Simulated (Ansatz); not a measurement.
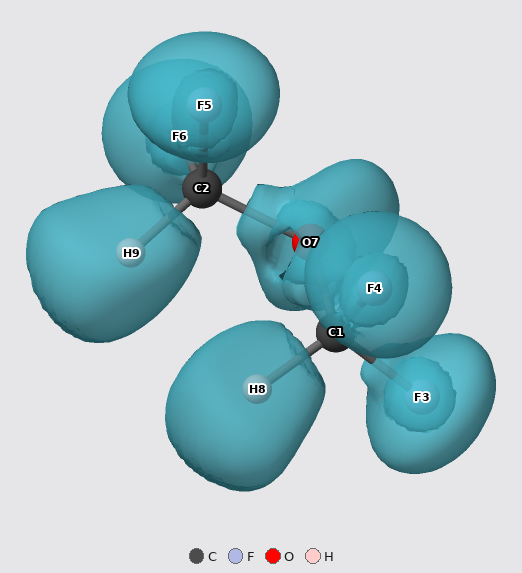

*C2H2F4O (SMILES FC(F)OC(F)F). Isosurface of the ELF at 0.75 (cyan), seen at an oblique angle. Only the valence region is drawn (cores and ρ < 0.01 e/Å³ removed).*

Geometry: PBE0-D4/def2-SVP.

The calculation used Ansatz, isolated molecule in a Gaussian basis; Kohn-Sham density functional theory, functional PBE0.

```xyz
9

C    -0.8476    0.4922    1.7024
C     0.9345   -0.1223    0.3215
F    -1.7541    1.4602    1.7101
F    -1.4637   -0.6664    1.9631
F     0.8053   -1.4488    0.2050
F     1.4776    0.3457   -0.7943
O    -0.2919    0.4714    0.4518
H    -0.0923    0.6741    2.4917
H     1.5956    0.0921    1.1838
```

Q: What do the ELF domains correspond to?

A: The surface consists of two regions around hydrogen nuclei, four regions on F in which the atom's valence shell and bonds are merged and one region on O in which the atom's valence shell and bonds are merged.

Values along the shortest contacts:
C–F (1.33 Å): the ELF peaks at about 0.85 between the atoms (a shared but strongly polarised pair). C–O (1.37 Å): the ELF peaks at about 0.90 between the atoms, as expected for a shared but strongly polarised pair.
